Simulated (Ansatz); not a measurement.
# Alloy of ZnGa2O4 and ZnAl2O4 (14 of 16 Ga sites exchanged), 56 atoms

How does this alloy cell relax, and what gap do PBEsol give?

Method: density functional theory in Ansatz 0.2.0, PAW datasets, plane waves.

## (1) The starting cell

56 atoms (8 Zn, 14 Al, 32 O, 2 Ga); a = 8.121 Å, b = 8.121 Å, c = 8.121 Å, α = 90.00°, β = 90.00°, γ = 90.00°. All atoms were shaken off their sites by about 0.02 Å along each axis.

Steps to follow: (2) PBEsol cell relaxation at the single k point (¼, ¼, ¼), on 1 × NVIDIA H100 80GB HBM3 with 2 threads of AMD EPYC 7R13.

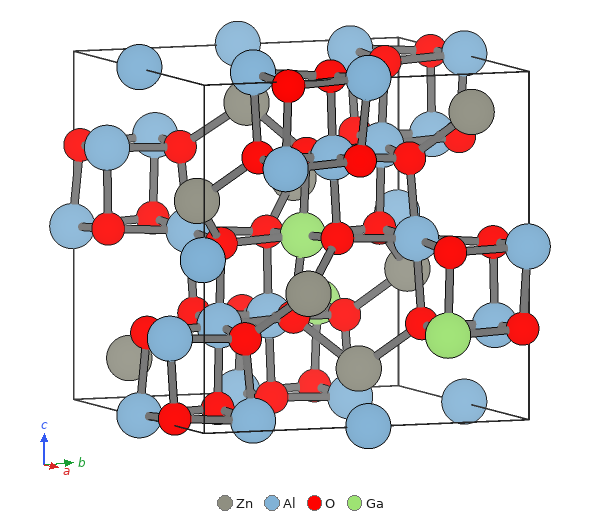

Start, viewed slightly off an axis; zinc grey, aluminium light blue, oxygen red, gallium green. Atoms on faces are repeated.

## (2) Relaxing cell and atoms with PBEsol

in.yaml

```yaml
crystal:
  lattice:
    - [8.120712, 0.000000, 0.000000]
    - [0.000000, 8.120712, 0.000000]
    - [0.000000, 0.000000, 8.120712]
  atoms:
    - { symbol: Zn, position: [0.872143, 0.372776, 0.373848] }
    - { symbol: Zn, position: [0.380307, 0.874580, 0.378364] }
    - { symbol: Zn, position: [0.378139, 0.380475, 0.874092] }
    - { symbol: Zn, position: [0.124275, 0.121503, 0.126051] }
    - { symbol: Zn, position: [0.874614, 0.873612, 0.876555] }
    - { symbol: Zn, position: [0.628402, 0.625215, 0.125488] }
    - { symbol: Zn, position: [0.622973, 0.129690, 0.625676] }
    - { symbol: Zn, position: [0.125961, 0.626042, 0.624133] }
    - { symbol: Al, position: [0.495736, 0.003248, 0.002601] }
    - { symbol: Al, position: [0.751616, 0.250210, 0.002547] }
    - { symbol: Al, position: [0.748009, 0.995778, 0.247526] }
    - { symbol: Al, position: [0.998787, 0.505829, 0.000926] }
    - { symbol: Al, position: [0.248428, 0.751369, 0.002845] }
    - { symbol: Al, position: [0.995543, 0.997747, 0.497164] }
    - { symbol: Al, position: [0.254456, 0.251219, 0.500544] }
    - { symbol: Al, position: [0.252299, 0.498514, 0.245911] }
    - { symbol: Al, position: [0.500752, 0.247617, 0.251588] }
    - { symbol: Al, position: [0.752297, 0.751845, 0.506096] }
    - { symbol: Al, position: [0.256798, 0.999672, 0.747684] }
    - { symbol: Al, position: [0.749558, 0.497024, 0.748374] }
    - { symbol: Al, position: [0.003256, 0.249642, 0.749220] }
    - { symbol: Al, position: [0.497519, 0.747155, 0.749790] }
    - { symbol: O, position: [0.517918, 0.017849, 0.241842] }
    - { symbol: O, position: [0.736387, 0.231956, 0.236282] }
    - { symbol: O, position: [0.515860, 0.236037, 0.015538] }
    - { symbol: O, position: [0.734660, 0.016219, 0.015481] }
    - { symbol: O, position: [0.016443, 0.512305, 0.235422] }
    - { symbol: O, position: [0.235791, 0.738643, 0.237167] }
    - { symbol: O, position: [0.012536, 0.735872, 0.011998] }
    - { symbol: O, position: [0.237007, 0.514610, 0.009514] }
    - { symbol: O, position: [0.015995, 0.013798, 0.731650] }
    - { symbol: O, position: [0.231559, 0.234562, 0.738498] }
    - { symbol: O, position: [0.010465, 0.239474, 0.513378] }
    - { symbol: O, position: [0.233265, 0.012825, 0.512318] }
    - { symbol: O, position: [0.260585, 0.266249, 0.262528] }
    - { symbol: O, position: [0.489082, 0.480088, 0.265808] }
    - { symbol: O, position: [0.486313, 0.258450, 0.484763] }
    - { symbol: O, position: [0.262418, 0.489041, 0.488451] }
    - { symbol: O, position: [0.517506, 0.508711, 0.736228] }
    - { symbol: O, position: [0.735277, 0.737842, 0.735571] }
    - { symbol: O, position: [0.513748, 0.735034, 0.513865] }
    - { symbol: O, position: [0.737062, 0.515833, 0.514593] }
    - { symbol: O, position: [0.762777, 0.765488, 0.262722] }
    - { symbol: O, position: [0.987976, 0.984852, 0.260868] }
    - { symbol: O, position: [0.987799, 0.762687, 0.488711] }
    - { symbol: O, position: [0.764240, 0.984200, 0.487935] }
    - { symbol: O, position: [0.764155, 0.261455, 0.759065] }
    - { symbol: O, position: [0.986065, 0.485524, 0.762498] }
    - { symbol: O, position: [0.985175, 0.265539, 0.985549] }
    - { symbol: O, position: [0.762716, 0.484247, 0.983706] }
    - { symbol: O, position: [0.261079, 0.761978, 0.760808] }
    - { symbol: O, position: [0.491584, 0.989488, 0.764709] }
    - { symbol: O, position: [0.486749, 0.762098, 0.986962] }
    - { symbol: O, position: [0.264718, 0.992156, 0.987669] }
    - { symbol: Ga, position: [0.501337, 0.504332, 0.501074] }
    - { symbol: Ga, position: [0.999031, 0.751087, 0.251342] }
  symmetry: { detect: false }
kpoints:
  mp_grid: { grid: [1, 1, 1], shift: [0.25, 0.25, 0.25] }
hamiltonian:
  xc: pbesol
scf:
  occupations: { method: fermi_dirac, width: 0.01 }
relax:
  f_tol: 0.03
  max_steps: 80
  escape_saddle: false
  adjacent_minimum: "off"
  cell: { fix: [shape] }
output:
  forces: true
  eigenvalues: true
  populations: true
  write_density: true
  write_potential: true
  elf: true
  volumetric_format: npy
```

Started as:

```console
$ ansatz run in.yaml --threads 2 --pin off --max-ram 20900MiB --runs-dir r --events-out ev --progress --plain --backend cuda --devices 0, --max-vram 18GiB
```

The program printed:

```text
Pseudopotentials: kind: paw
Functional definition: PBEsol
  exchange = pbesol_x
  correlation = pbesol_c
Crystal: 56 atoms, lattice volume = 535.528 Å³
Basis set: ecut = 420 eV, 10443 PW (Γ), exchange–correlation on 120×120×120 points (8 copies of the dense FFT grid, shifted against one another)
Bands: 234, of which v1, the nominal top of the filled ones, is band 178 counted from 1 (177 counted from 0)
Symmetry: 1 space group operations
k-points: 1
Non-local potential: Zn, projectors of the file, l = 0: 2, l = 1: 2, l = 2: 3, l = 3: 1
Non-local potential: Al, projectors of the file, l = 0: 2, l = 1: 2, l = 2: 1
Non-local potential: O, projectors of the file, l = 0: 2, l = 1: 2, l = 2: 1
Non-local potential: Ga, projectors of the file, l = 0: 2, l = 1: 2, l = 2: 3, l = 3: 1
PAW form: soft (Blöchl's): semilocal exchange-correlation on the pseudo side does not see the compensation charge
PAW frozen core: Zn, regenerated for the run's functional, and the local potential with it (the file was generated under x = pbe(κ = 0.804, μ = 0.2195149727645171), c = pbe(β = 0.06672455060314922))
PAW frozen core: Al, regenerated for the run's functional, and the local potential with it (the file was generated under x = pbe(κ = 0.804, μ = 0.2195149727645171), c = pbe(β = 0.06672455060314922))
PAW frozen core: O, regenerated for the run's functional, and the local potential with it (the file was generated under x = pbe(κ = 0.804, μ = 0.2195149727645171), c = pbe(β = 0.06672455060314922))
PAW frozen core: Ga, regenerated for the run's functional, and the local potential with it (the file was generated under x = pbe(κ = 0.804, μ = 0.2195149727645171), c = pbe(β = 0.06672455060314922))
PAW one-centre angular grid: Zn, 590 points (default); XC on 64 Gauss nodes
PAW one-centre angular grid: Al, 110 points (default); XC on 64 Gauss nodes
PAW one-centre angular grid: O, 110 points (default); XC on 64 Gauss nodes
PAW one-centre angular grid: Ga, 590 points (default); XC on 64 Gauss nodes
Initial density: superposition of atomic densities (neutral atoms: chi_scale 0, normalization atom), corrected by the library's trained network
Initial wavefunctions: pseudopotential atomic-orbital guess
Functional: x = pbesol(κ = 0.804, μ = 0.12345679012345678), c = pbesol(β = 0.046)
SCF iter   1: F=—  HF=-59086.683934 eV  |F-HF|=—  |Δ(HF+E_count)|=         —  Δρ=1.60e-2  dr2=1.06e0  ethr=1.77e-3  ⟨swp⟩=6.0  Hψ=978  notcnv=0  defer=33
preconditioner: auto → Resta (q_TF=auto, 2.549 Å⁻¹)  ε∞=4.7  [insulator: Δε(μ)=4.686 eV  Ē_g=15.835 eV  σ=0.010 eV  W_gap=1.00  n_scr=146 (ndim 8)  ℏωp=30.3 eV  f_vac=0.000  D(μ)=0.00/eV (n_scr^D=0)  ε∞_Penn≈4.7]
SCF iter   2: F=—  HF=-59086.372134 eV  |F-HF|=—  |Δ(HF+E_count)|=   3.12e-1  Δρ=2.09e-3  dr2=1.45e-2  ethr=2.98e-4  ⟨swp⟩=2.0  Hψ=406  notcnv=0  defer=52
SCF iter   3: F=—  HF=-59086.372454 eV  |F-HF|=—  |Δ(HF+E_count)|=   3.19e-4  Δρ=1.21e-3  dr2=5.18e-3  ethr=4.08e-6  ⟨swp⟩=2.0  Hψ=332  notcnv=0  defer=52
SCF iter   4: F=—  HF=-59086.373373 eV  |F-HF|=—  |Δ(HF+E_count)|=   9.20e-4  Δρ=5.67e-4  dr2=1.00e-3  ethr=1.45e-6  ⟨swp⟩=2.0  Hψ=332  notcnv=0  defer=52
SCF iter   5: F=—  HF=-59086.371595 eV  |F-HF|=—  |Δ(HF+E_count)|=   1.78e-3  Δρ=1.14e-4  dr2=5.83e-5  ethr=2.82e-7  ⟨swp⟩=2.0  Hψ=328  notcnv=0  defer=52
SCF iter   6: F=—  HF=-59086.374748 eV  |F-HF|=—  |Δ(HF+E_count)|=   3.15e-3  Δρ=7.22e-5  dr2=1.76e-5  ethr=1.64e-8  ⟨swp⟩=2.0  Hψ=360  notcnv=0  defer=52
SCF iter   7: F=—  HF=-59086.374744 eV  |F-HF|=—  |Δ(HF+E_count)|=   3.49e-6  Δρ=1.40e-5  dr2=8.49e-7  ethr=4.94e-9  ⟨swp⟩=2.0  Hψ=352  notcnv=0  defer=52
SCF iter   8: F=—  HF=-59086.374745 eV  |F-HF|=—  |Δ(HF+E_count)|=   2.64e-7  Δρ=6.42e-6  dr2=1.79e-7  ethr=2.81e-11  ⟨swp⟩=18.0  Hψ=2485  notcnv=0
SCF iter   9: F=-59086.374745 eV  HF=-59086.374745 eV  |F-HF|=3.85e-8  |Δ(HF+E_count)|=   3.12e-8  Δρ=3.61e-6  dr2=4.98e-8  ethr=2.81e-11  ⟨swp⟩=10.0  Hψ=2039  notcnv=0
SCF 1 converged in 9 iterations: F = -59086.374745 eV  dr2 = 4.98e-8
relax step   1: F+E_penalty+E_count = -59086.37474451 eV  Δ(F+E_penalty+E_count) = +0.000e0 eV  max|allowed force component| = 1.386e0 eV/Å  Δτ_max = 0.0000 Å  P = +0.809 GPa  Ω = 535.528 Å³  fix = [alpha, beta, gamma, b/a, c/a]  reactions: b/a +0.165, c/a -0.314 GPa; alpha -0.063, beta +0.220, gamma +0.224 GPa/rad  (9 SCF iters, dr2 threshold 1.00e-7 eV, accepted)
[... 12 lines left out ...]
relax step   2: F+E_penalty+E_count = -59087.01546261 eV  Δ(F+E_penalty+E_count) = -6.407e-1 eV  max|allowed force component| = 6.887e-1 eV/Å  Δτ_max = 0.0462 Å  P = +0.134 GPa  Ω = 536.203 Å³  energy of the carried Pulay correction = -3.574e-3 eV  fix = [alpha, beta, gamma, b/a, c/a]  reactions: b/a +0.098, c/a -0.232 GPa; alpha -0.179, beta +0.187, gamma +0.228 GPa/rad  (6 SCF iters, dr2 thresho [...]
[... 3 lines left out ...]
relax step   3: F+E_penalty+E_count = -59087.32766354 eV  Δ(F+E_penalty+E_count) = -3.122e-1 eV  max|allowed force component| = 7.975e-2 eV/Å  Δτ_max = 0.0554 Å  P = -0.084 GPa  Ω = 536.066 Å³  energy of the carried Pulay correction = -2.847e-3 eV  fix = [alpha, beta, gamma, b/a, c/a]  reactions: b/a +0.024, c/a -0.043 GPa; alpha -0.287, beta +0.175, gamma +0.192 GPa/rad  (7 SCF iters, dr2 thresho [...]
[... 10 lines left out ...]
relax step   4: F+E_penalty+E_count = -59087.33183002 eV  Δ(F+E_penalty+E_count) = -4.166e-3 eV  max|allowed force component| = 1.117e-2 eV/Å  Δτ_max = 0.0098 Å  P = -0.014 GPa  Ω = 535.871 Å³  energy of the carried Pulay correction = -1.819e-3 eV  fix = [alpha, beta, gamma, b/a, c/a]  reactions: b/a +0.001, c/a -0.002 GPa; alpha -0.311, beta +0.209, gamma +0.195 GPa/rad  (6 SCF iters, dr2 thresho [...]
[... 11 lines left out ...]
relax step   5: F+E_penalty+E_count = -59087.33828357 eV  Δ(F+E_penalty+E_count) = -6.454e-3 eV  max|allowed force component| = 1.127e-2 eV/Å  Δτ_max = 0.0000 Å  P = -0.001 GPa  Ω = 535.871 Å³  fix = [alpha, beta, gamma, b/a, c/a]  reactions: b/a +0.001, c/a -0.002 GPa; alpha -0.317, beta +0.204, gamma +0.190 GPa/rad  stress off target by 1.34e-3 GPa on what of the cell is left free  SCF on the ba [...]
SCF converged after 7 iterations
Free energy (F): -59087.338284 eV
Harris-Foulkes:  -59087.338284 eV  (|F-HF|=4.37e-11)
Internal energy: -59087.338284 eV  (E = F + TS)
E sigma→0 (E₀):  -59087.338284 eV
Fermi energy:    9.800847 eV
--- Per-component energies (eV) ---
  E_band       = 469.225199
  E_kinetic    = 7328.631041
  E_local      = -28679.243374  (includes V_loc(G=0)·N_el)
  E_nonlocal   = 7511.929639
  E_hartree    = 11788.637121
  E_xc         = -4134.637258
  E_vxc        = -3978.155539  (∫ρ·V_xc dr)
  E_paw        = -29535.572993  (= ΣΔE_a)
  E_vpaw       = -5291.287710  (= ΣTr[D̂ρ^β])
  E_aug_tail   = 0.077342  (compensation charges beyond the density's cutoff)
  E_ewald      = -23376.661755
  E_core_change = 9.501954  (= ΣΔE_core)
  E_smearing   = -0.000000  (= −TS)
  E_closure    = -0.000000  (closes the sum)
  Σ components = -59087.338284   (vs F -59087.338284, Δ=0.00e0)
--- Forces (eV/Å), atoms counted from 1 ---
  atom   1  Zn     0.00512630    -0.00228878    -0.00322762
  atom   2  Zn     0.00538396    -0.00705791     0.00438337
[... 5 atoms left out ...]
  atom   8  Zn    -0.00822282     0.00727509     0.00092928
[... 23 atoms left out ...]
  atom  32  O     -0.00052905     0.00898005    -0.00552171
[... 1 atom left out ...]
  atom  34  O      0.00545483    -0.00579713    -0.01004774
  atom  35  O      0.00744377    -0.00502239     0.00595635
[... 14 atoms left out ...]
  atom  50  O     -0.00478433     0.00739172     0.00848963
[... 3 atoms left out ...]
  atom  54  O     -0.00366565    -0.00342287     0.01126615
  atom  55  Ga     0.00017004     0.01036259    -0.01100950
  atom  56  Ga    -0.00017767    -0.00979284     0.00711726
  max |Σ_I F_I| component: 2.63e-5 eV/Å
--- Stress (GPa, compression-positive) ---
        0.000132      -0.189951      -0.204273
       -0.189951      -0.000421       0.316617
       -0.204273       0.316617      -0.003726
  P = ⅓ Tr σ = -0.0013 GPa (-0.013 kbar)
--- Band table (eV) ---
  k-point 0: bands = [... 166 lower levels ..., "6.9258", "6.9403", "6.9594", "6.9683", "6.9794", "7.0838", "7.1173", "7.1897", "7.2102", "7.2387", "7.3856", "7.4018", "12.1981", "13.5418", "13.6809", "13.7779", "14.2505", "14.3780", "14.4409", "14.4711", "14.6712", "15.0669", "15.5639", "15.6050", ... 44 higher levels ...]
--- Relaxed structure (4 steps of the walk, 4 accepted, 1 SCFs on fresh bases) ---
  F+E_penalty+E_count = -59087.33828357 eV   max|allowed force component| = 1.127e-2 eV/Å   (the final SCF, on the basis selected at the relaxed cell)
  cell:  # Å, volume = 535.8714 Å³
    - [8.122446668721498, -5.233486215888523e-146, -1.9824197930917826e-143]
    - [-5.233486215888523e-146, 8.122446668721498, -3.215590504101891e-142]
    - [-1.9824197930917826e-143, -3.215590504101891e-142, 8.122446668721498]
  atoms:
    - { symbol: Zn, position: [0.8748120058030595, 0.37323250064257646, 0.3749137907590403] }
    - { symbol: Zn, position: [0.37488845869482845, 0.8765811896285166, 0.3748045983054286] }
[... 54 atoms left out ...]
--- Löwdin populations: 56 sites ---
  site symbol       q [e]
     0     Zn     10.4909
     1     Zn     10.4909
[... 54 atoms left out ...]
  spilling = 0.007657 (of n_electrons = 356.000000)
```

Run time: 20 s. Hardware: 1 × NVIDIA H100 80GB HBM3 with 2 threads of AMD EPYC 7R13, shared host; peak host memory 1.4 GiB.

Step by step (solves on a freshly chosen basis count as rows, and their energies jump a little):

| accepted step | energy change (eV) | largest force component (eV/Å) | SCF cycles | pressure (GPa) |
| --- | --- | --- | --- | --- |
| 1 | 0.000 | 1.386 | 9 | 0.81 |
| 2 | -0.641 | 0.689 | 6 | 0.13 |
| 3 | -0.953 | 0.080 | 7 | -0.08 |
| 4 | -0.957 | 0.011 | 6 | -0.01 |
| 5 | -0.964 | 0.011 | 7 | 0.00 |

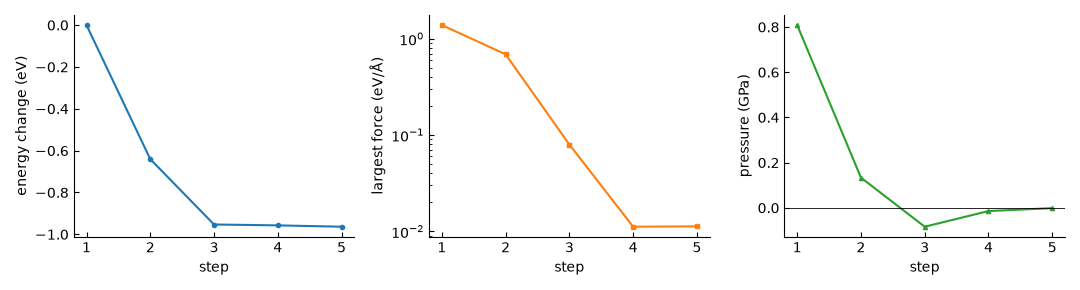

Energy, largest force component and pressure along the relaxation.

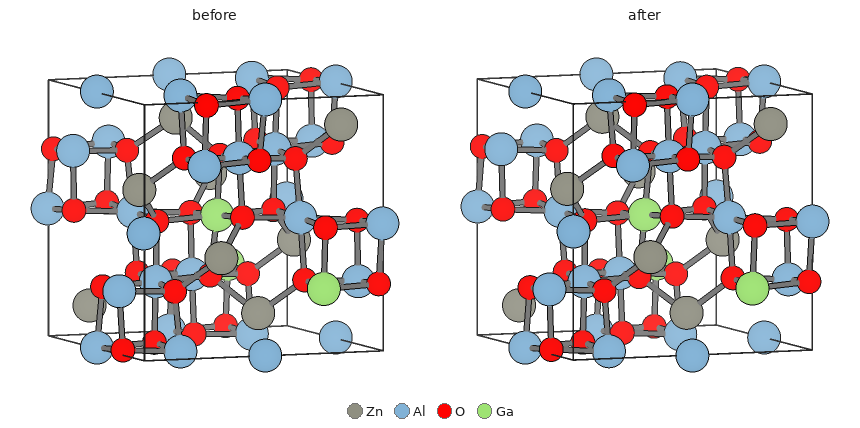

Before and after, at one scale.

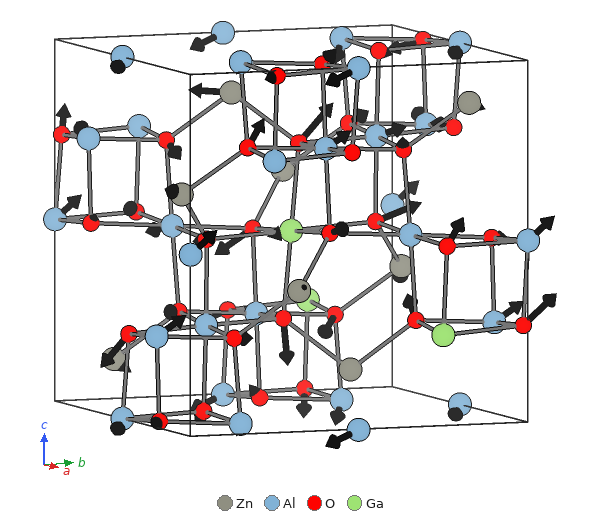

The relaxed cell; black arrows show the larger shifts of the atoms, drawn 15 times longer.

|  | before | after | change |
| --- | --- | --- | --- |
| a (Å) | 8.121 | 8.122 | +0.02 % |
| b (Å) | 8.121 | 8.122 | +0.02 % |
| c (Å) | 8.121 | 8.122 | +0.02 % |
| volume (Å³/atom) | 9.563 | 9.569 | +0.06 % |

Bonds in the relaxed cell, counted within a distance cut:

| pair | count | mean (Å) | spread (Å) | least | most |
| --- | --- | --- | --- | --- | --- |
| Al–O | 84 | 1.918 | 0.005 | 1.909 | 1.927 |
| Ga–O | 12 | 1.986 | 0.001 | 1.985 | 1.987 |
| O–Zn | 32 | 1.950 | 0.001 | 1.947 | 1.953 |

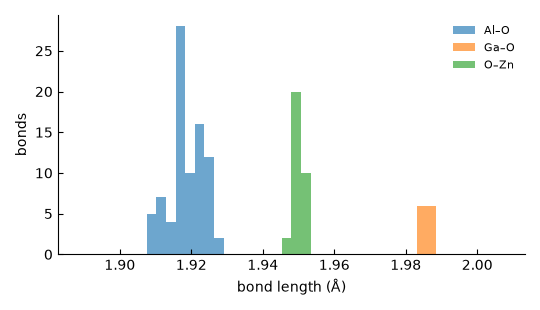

Spread of the bond lengths.

Top filled level 7.402 eV, lowest empty level 12.198 eV: 4.80 eV apart at the single k point (¼, ¼, ¼).

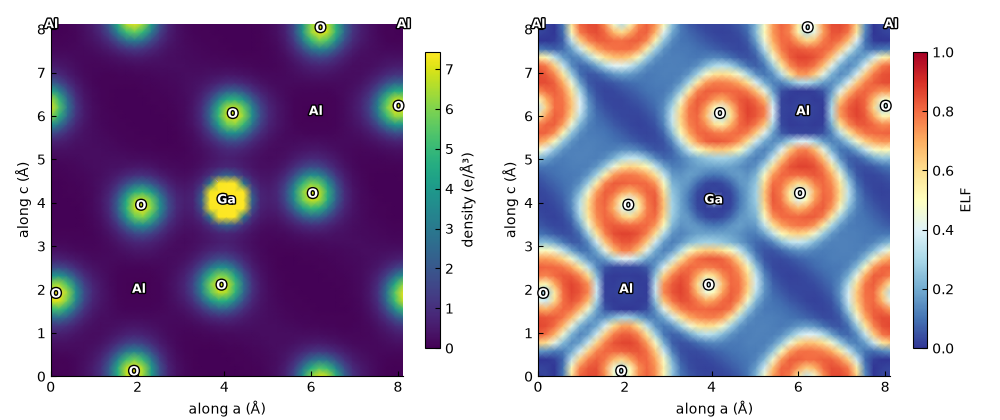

Density (left) and ELF (right) in a lattice plane of the grid's cell (edges 8.12 and 8.12 Å, at 0.500 of the third edge), which holds Al and O and Ga. Only atoms in the plane are labelled; the density scale stops at 7.43 e/Å³. Both are smooth fields of the valence electrons: close to the nuclei they are not physical.

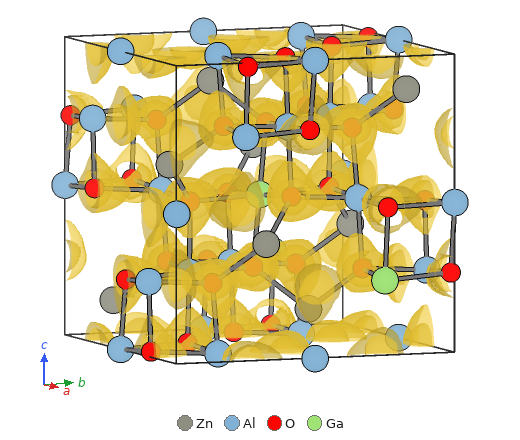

Surface of ELF = 0.80, drawn in one cell.

Outside the cores ELF peaks at 0.87 on the O–Al line, 0.7 Å from O; 0.86 in the shell around O, 0.6 Å from O.

## (3) What came out

```
             level        time  top filled to lowest empty (eV)
PBEsol, relaxation  20 s (GPU)                             4.80
```

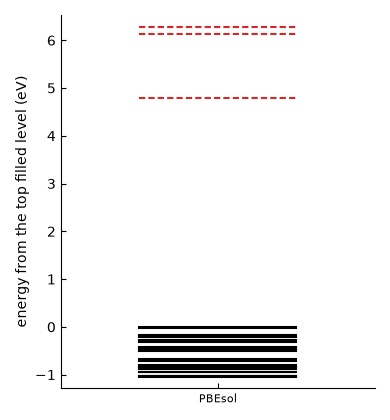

Levels near the gap by PBEsol: filled black, empty red and dashed.

```
     quantity                                                                      value
   relaxation                                           5 recorded steps, 0.96 eV gained
largest shift                                              0.09 Å (O44 and others alike)
 relaxed cell  a = 8.122 Å, b = 8.122 Å, c = 8.122 Å, α = 90.00°, β = 90.00°, γ = 90.00°
   mean bonds                                       Al–O 1.918, Ga–O 1.986, O–Zn 1.950 Å
```

The relaxation lowers the energy by 0.96 eV; the largest shift is 0.09 Å (O44 and others alike), while the volume changes by +0.1 %. The mean lengths of the listed bonds run from Al–O 1.92 Å to Ga–O 1.99 Å. With one k point the spacing samples only the states that fold onto it, so it can exceed the gap over the zone.
